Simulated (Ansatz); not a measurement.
# Profile along the Ca–O line in Ca3GeO (anti-perovskite)

Ca3GeO (anti-perovskite)

```
CELL_PARAMETERS angstrom
      4.60486     0.00000     0.00000
      0.00000     4.60486     0.00000
      0.00000     0.00000     4.60486
ATOMIC_POSITIONS crystal
  Ca 0.50000 0.50000 0.00000
  Ca 0.00000 0.50000 0.50000
  Ca 0.50000 0.00000 0.50000
  Ge 0.00000 0.00000 0.00000
  O  0.50000 0.50000 0.50000
```

Fields along a shortest Ca–O line of a {100} plane (2.30 Å), from Ca to O, interpolated on the slice's grid (step about 0.2 Å). Method: LDA (plane waves to 420 eV, PAW, scalar-relativistic; Ansatz, a quantum-chemistry and plane-wave program). k mesh 7×7×7. Near the nuclei the fields are pseudised (PAW); where an atom keeps semicore shells as valence, they peak there. At this level the bands of Ca3GeO touch or barely overlap. Ca3GeO was relaxed with its symmetry unable to fall.

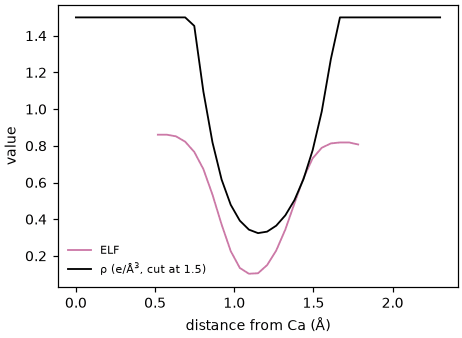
*ELF (away from the nuclei) and valence density from Ca to O.*

Density on the Ca–O line (2.30 Å) at its midpoint: 0.32 e/Å³. ELF at that point: 0.11.
